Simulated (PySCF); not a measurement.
SMILES F[SiH](F)/C=C/[SiH2]F, singlet, CAM-B3LYP/def2-SVP optimised geometry. Atoms within 1.6 Å of the plane z = 1.0 Å (x, y, z in Å): C3 (-0.22, -1.79, 2.44), C4 (-1.11, -1.31, 1.55), Si5 (-0.57, -0.47, 0.00), F6 (1.04, -0.47, 0.00), F7 (-1.04, 1.07, 0.00), H10 (0.85, -1.67, 2.22), H11 (-2.18, -1.43, 1.77).

Method: PySCF with CAM-B3LYP/def2-TZVP.

Map of the deformation density (molecule minus spherical neutral atoms) (e/bohr³) on the plane z = 1.0 Å:

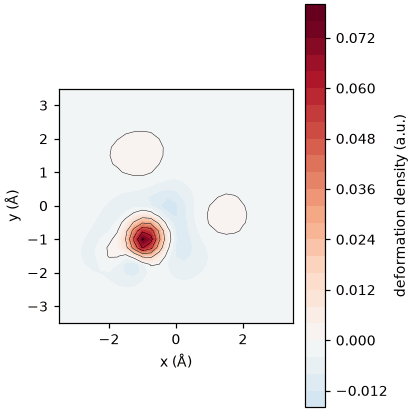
Fig. 1. Deformation density (molecule minus spherical neutral atoms) (e/bohr³) on the plane z = 1.0 Å.
